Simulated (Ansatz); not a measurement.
# InH₂+ (singlet): wave-function methods side by side at distance In1–H2 = 1.816 Å, def2-TZVPP

How much of the correlation energy of InH₂+ (singlet) does each wave-function method recover here?

Method: def2-TZVPP, core rule «outside noble gas», up to 9 orbitals frozen; program: Ansatz 0.2.0, Gaussian basis.

To be run: UHF; CCSD(T) on RHF; BCCD(T) on RHF; CCSDT(Q) on RHF; CASSCF and NEVPT2, 2 electrons in 2 orbitals; Full CI.

31 further runs of the same task are left out: 12 for a known fault of the program, 1 for a mislabelled method, 14 that didn't finish, 4 set aside as unsound or not needed.

## 1. What is computed

The geometry derives from a PBE0/def2-TZVP stationary point (not a proven minimum). One bond is set to the value named and the two fragments are kept rigid. No spin-orbit coupling is included. Elements past krypton take def2 core potentials.

3 atoms, charge 1, spin multiplicity 1.

Atoms are counted from 1 here; the program's logs count them from 0.

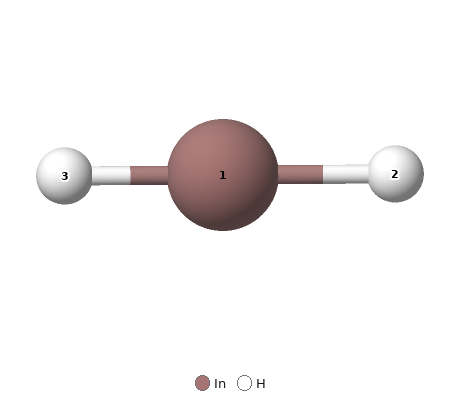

The geometry (indium brown, hydrogen white); atoms are numbered from 1 in the order of the file.

Coordinates:

```
atom   x (Å)   y (Å)    z (Å)
 In1  0.0000  0.0000   0.0502
  H2  0.0000  0.0000  -1.7658
  H3  0.0000  0.0000   1.7156
```

## 2. UHF

The input, in.yaml:

```yaml
crystal:
  periodic: [false, false, false]
  atoms:
    - {symbol: In, position_ang: [0.000000, 0.000000, 0.050200]}
    - {symbol: H, position_ang: [0.000000, 0.000000, -1.765800]}
    - {symbol: H, position_ang: [0.000000, 0.000000, 1.715600]}
basis:
  gaussian: {orbitals: def2-TZVPP}
total_charge: 1
magnetization: {spin_polarized: true, initial_magnetization: 0}
hamiltonian: {xc: hf}
output: {orbitals: {seedname: orbitals}}
```

The run is started by

```console
ansatz run in.yaml --threads 1 --pin off --events-out ev --progress --plain --max-ram 2393MiB
```

Further steps of the session: CCSD(T) on RHF; BCCD(T) on RHF; CCSDT(Q) on RHF; CASSCF and NEVPT2, 2 electrons in 2 orbitals; Full CI.

Q: Predict the results of all the runs planned. Wanted: FCI below the RHF energy; RMP2 from FCI; RCCSD from FCI; RCCSD(T) from FCI; RCCSDT(Q) from FCI; NEVPT2 pair from FCI; T1 diagnostic; effectively unpaired electrons.

The runs gave:

| quantity | value |
| --- | --- |
| FCI below the RHF energy | -1.9998 eV |
| RMP2 from FCI | +475.4 meV |
| RCCSD from FCI | +30.8 meV |
| RCCSD(T) from FCI | +8.1 meV |
| RCCSDT(Q) from FCI | +0.2 meV |
| NEVPT2 pair from FCI | +408.4 meV |
| levels within 1 kcal/mol (43 meV) | RCCSD, RCCSD(T), BCCD(T), RCCSDT, RCCSDT(Q) |
| T1 diagnostic | 0.012 |
| effectively unpaired electrons | 0.04 |

RCCSD(T) lands +8.1 meV from the yardstick (0.4 % of the correlation energy). One determinant dominates. These misses are within one basis, not against nature.
